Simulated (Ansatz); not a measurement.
# FH4NOSi: shift of H7 from Si2 to N1, part 3 of 3

Aim: the minimum-energy path and barrier of the shift of H7 from Si2 to N1. The ends are relaxed first, then joined by a nudged elastic band. SMILES of the start: N[SiH](O)F.

Ansatz 0.2.0; RKS PBE0-D4/cc-pVDZ. Earlier steps stand in the parts before.

### 15 What the atoms did

One step in 6; energies are changes from step 0:

```
time (fs)  T (K)  potential energy change (meV/atom)  total energy change (meV/atom)  H7–Si2 (Å)  H7–N1 (Å)
      0.0    300                                 0.0                            0.00        1.62       1.43
      3.0    324                                -2.2                            0.13        1.69       1.35
      6.0    809                               -49.2                            0.14        1.78       1.18
      9.0   1217                               -88.7                            0.19        1.98       0.93
     12.0   1597                              -126.2                           -0.47        2.36       1.09
     15.0   1224                               -89.3                            0.29        2.64       1.22
     18.0   2215                              -187.1                           -1.40        2.69       0.99
     21.0   2175                              -183.1                           -1.41        2.83       0.97
     24.0   1280                               -94.6                            0.36        3.11       1.19
     27.0   1892                              -155.0                           -0.72        3.19       1.06
     30.0   1894                              -154.9                           -0.40        3.30       0.92
     33.0   1409                              -107.3                            0.14        3.67       1.17
     36.0   1451                              -111.6                           -0.04        3.77       1.13
     39.0   1489                              -114.5                            0.74        3.71       0.90
     40.0   1777                              -143.9                           -0.69        3.78       0.93
```

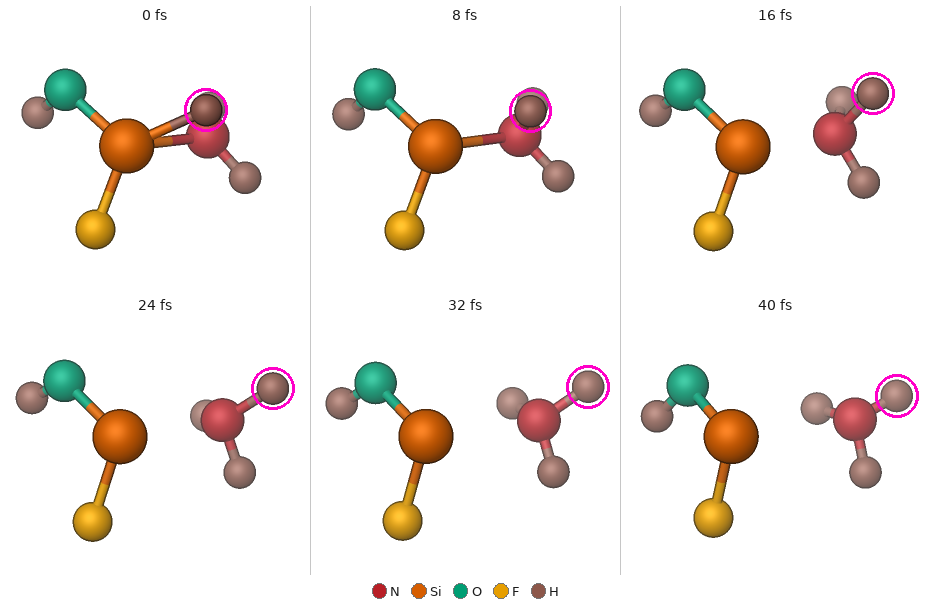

Six frames of the run, seen from a chosen angle. Sticks join atoms within a bonding distance in each frame.

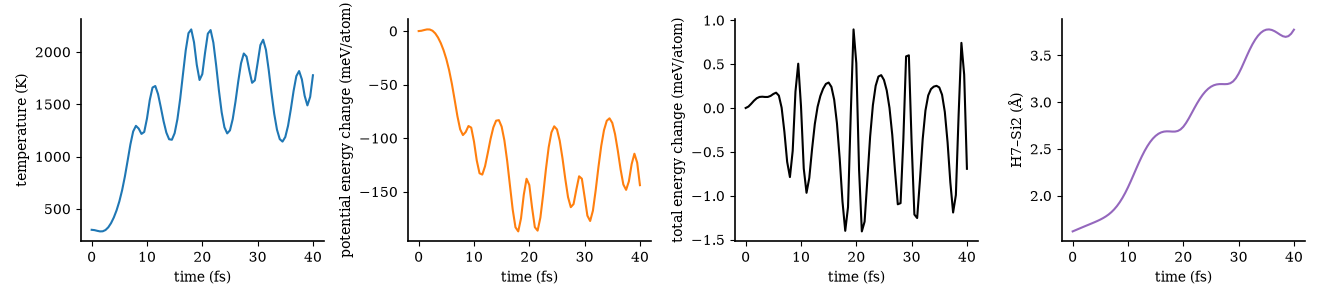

Traces against time; each panel has its own scale.

Bonds that form or break, judged by distance (formed within 1.15 times the sum of covalent radii and held on average over 12 fs, broken when stretched by half; pairs already stretched at the start don't count as bonds):

```
time (fs)    bond   event
      6.5   N1–H7   forms
     10.5  Si2–H7  breaks
     34.0  N1–Si2  breaks
```

The last frame stands with a bonding of neither end.

### 16 A trajectory let go at the top

It starts at the highest inner image of the first converged band: 98 steps of 0.5 fs at constant energy, with velocities drawn for 100 K.

Contents of input.yaml:

```yaml
crystal:
  periodic: [false, false, false]
  atoms:
    - { symbol: "N", position_ang: [-0.665786, 0.890653, -0.104163] }
    - { symbol: Si, position_ang: [0.875027, -0.187499, -0.262872] }
    - { symbol: O, position_ang: [0.822977, -1.125067, 1.132516] }
    - { symbol: F, position_ang: [0.5459, -1.231274, -1.514572] }
    - { symbol: H, position_ang: [-1.048661, 1.299981, -0.958885] }
    - { symbol: H, position_ang: [-1.384609, 0.815974, 0.623874] }
    - { symbol: H, position_ang: [0.672115, 1.397089, -0.006032] }
    - { symbol: H, position_ang: [0.275237, -1.916957, 1.034434] }
basis:
  gaussian: { orbitals: cc-pVDZ }
hamiltonian:
  xc: pbe0
  dispersion: d4
md:
  timestep: 0.5
  n_steps: 98
  ensemble: nve
  temperature: 100.0
  initial_velocities: maxwell_boltzmann
  seed: 3413
```

Started as:

```sh
> ansatz run input.yaml --threads 1 --pin off --max-ram 2048MiB --backend cpu --events-out ev --progress --plain --runs-dir out
```

Standard output, shortened:

```text
Warning: RAYON_NUM_THREADS=1 ignored (pool sized by the plan → 1); use --threads N
[...]
Functional definition: PBE0
[...]
845 factors; integrals over basis functions are off by at most 5.2e-4 eV
[...]
mean field -14187.43322287 eV, -521.3785543529 hartree, gradient 4.4e-5 eV, S^2 0.000000; 0 other end points of the search recorded, 0 dependent functions left out
[...]
reference -14187.43324672 eV, -521.3785552294 hartree; 21, 21 occupied and 59, 59 virtual orbitals, 845 factors
[...]
md step    48: t =    24.00 fs  T =  1381.4 K  F+E_penalty+E_count = -14188.53531077 eV  E_kin = 1.071359 eV  conserved = -14187.46395147 eV  (29 SCF iters, 3 dispersion substeps)
md step    49: t =    24.50 fs  T =  1432.2 K  F+E_penalty+E_count = -14188.57470964 eV  E_kin = 1.110792 eV  conserved = -14187.46391734 eV  (29 SCF iters, 3 dispersion substeps)
md step    50: t =    25.00 fs  T =  1531.1 K  F+E_penalty+E_count = -14188.65170111 eV  E_kin = 1.187430 eV  conserved = -14187.46427081 eV  (29 SCF iters, 3 dispersion substeps)
```

### 17 The output, continued: dynamics from the highest image of the converged band

The log, continued, shortened:

```text
md step    51: t =    25.50 fs  T =  1670.3 K  F+E_penalty+E_count = -14188.76055998 eV  E_kin = 1.295420 eV  conserved = -14187.46513971 eV  (29 SCF iters, 3 dispersion substeps)
[...]
md step    63: t =    31.50 fs  T =  1951.3 K  F+E_penalty+E_count = -14188.98283367 eV  E_kin = 1.513324 eV  conserved = -14187.46950980 eV  (28 SCF iters, 3 dispersion substeps)
[...]
Atom 4 at    -1.018048     1.121704    -1.106029 Å, force    -0.334129    -0.355653     0.310820 eV/Å
Atom 5 at    -1.321076     0.268072     0.302963 Å, force    -0.410006    -0.468407    -0.030406 eV/Å
Atom 6 at    -1.685271     1.828321     0.153503 Å, force    -2.824332     3.141938     1.336161 eV/Å
Atom 7 at     0.330025    -1.933490     0.662101 Å, force    -0.220337     0.154749     0.486784 eV/Å
Dipole moment:    -0.337747     0.090914    -0.055121 e Å
```

Wall time 4.3 min (1 thread of Arm Neoverse V2, shared host); peak memory 0.15 GiB.

### 18 What the atoms did

One step in 4; energies are changes from step 0:

```
time (fs)  T (K)  potential energy change (meV/atom)  total energy change (meV/atom)  H7–Si2 (Å)  H7–N1 (Å)
      0.0    100                                 0.0                            0.00        1.62       1.43
      2.0     75                                 2.5                            0.06        1.63       1.43
      4.0     79                                 2.0                            0.02        1.63       1.42
      6.0     62                                 3.7                            0.04        1.63       1.41
      8.0     59                                 4.0                            0.05        1.63       1.39
     10.0     81                                 1.8                            0.03        1.63       1.37
     12.0    123                                -2.1                            0.10        1.64       1.32
     14.0    318                               -21.0                            0.11        1.67       1.25
     16.0    732                               -61.2                            0.07        1.74       1.13
     18.0   1183                              -105.4                           -0.33        1.88       0.99
     20.0   1456                              -131.7                           -0.20        2.11       0.97
     22.0   1549                              -140.7                           -0.23        2.39       1.10
     24.0   1381                              -124.1                            0.17        2.61       1.18
     26.0   1832                              -168.1                           -0.17        2.72       1.12
     28.0   2044                              -189.2                           -0.65        2.76       0.97
     30.0   1855                              -170.3                           -0.12        2.87       0.94
     32.0   1849                              -169.9                           -0.27        3.09       1.08
     34.0   1494                              -134.9                            0.24        3.25       1.16
     36.0   1829                              -167.8                           -0.26        3.29       1.08
     38.0   1804                              -165.4                           -0.19        3.29       0.94
     40.0   1804                              -165.8                           -0.59        3.42       0.97
     42.0   1477                              -133.5                           -0.03        3.63       1.11
     44.0   1189                              -105.3                            0.23        3.74       1.14
     46.0   1551                              -141.2                           -0.57        3.72       1.03
     48.0   1331                              -118.9                            0.45        3.70       0.92
     49.0   1479                              -134.0                           -0.27        3.76       0.94
```

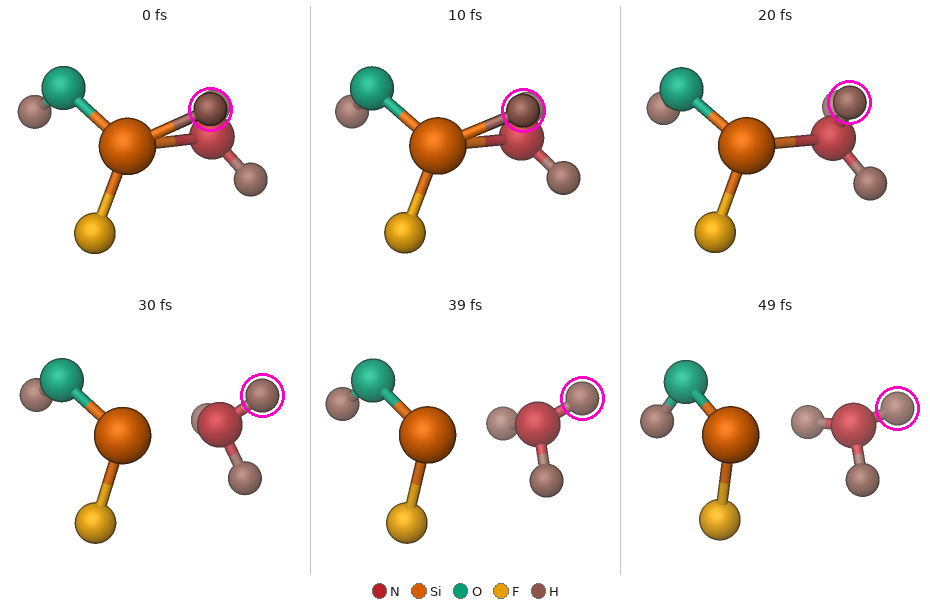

Six frames of the run, seen from a chosen angle. Sticks join atoms within a bonding distance in each frame.

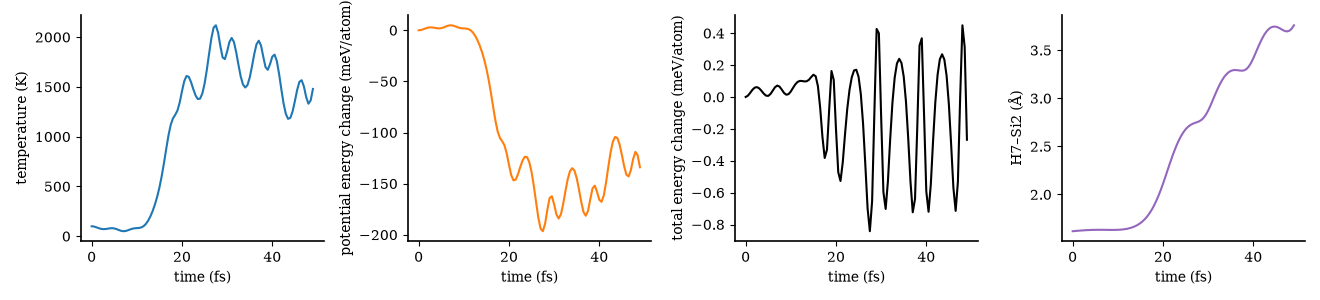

Time series of the run, each on its own scale.

Bonds that form or break, judged by distance (formed within 1.15 times the sum of covalent radii and held on average over 12 fs, broken when stretched by half; pairs already stretched at the start don't count as bonds):

```
time (fs)    bond   event
     16.0   N1–H7   forms
     20.5  Si2–H7  breaks
     45.0  N1–Si2  breaks
```

The last frame stands with a bonding of neither end.

### 19 Summary of results

What follows sums up all 3 parts.

| quantity | value |
| --- | --- |
| end A | 7 moves, 0.710 eV lower |
| end B | 20 moves, 4.153 eV lower |
| first band: barrier forwards | 3.03 eV |
| first band: barrier backwards | 1.92 eV |
| first band: second end relative to first | +1.106 eV |
| first band: highest image | 2 of 0 to 6, climbing |
| first band: band iterations | 56 |
| imaginary modes at the top | 1486i cm⁻¹ |
| second band | top 3.031 eV above image 0, 34 iterations, 5 inner images |
| time, first and second band | 12 min and 7.3 min |
| third band | top 2.922 eV above image 0, 33 iterations, 6 inner images, none climbing |
| time, first and third band | 12 min and 8.4 min |
| trajectory at 300 K, after 40 fs | with a bonding of neither end, at 1777 K |
| trajectory at 100 K, after 49 fs | with a bonding of neither end, at 1479 K |

**Reading.** In the first band: along this path the system climbs 3.03 eV from the first end (117 kT at 300 K). Going back costs 1.92 eV, since the second end is 1.11 eV above the first. Image 3 sits in a dip between two rises: the path passes through another minimum, and each half would need a band of its own. By distance, end A alone has Si2–H7 and end B alone has N1–H7. One imaginary mode, as a first-order saddle point has. The second band's top lies 1 meV above the first's, so the changed settings hardly move the height. The third band's top lies 107 meV below the first's, as a band that doesn't climb stops under the top. These are electronic energies, with no zero-point or thermal terms. Tunnelling, which matters where hydrogen moves, is missing too.
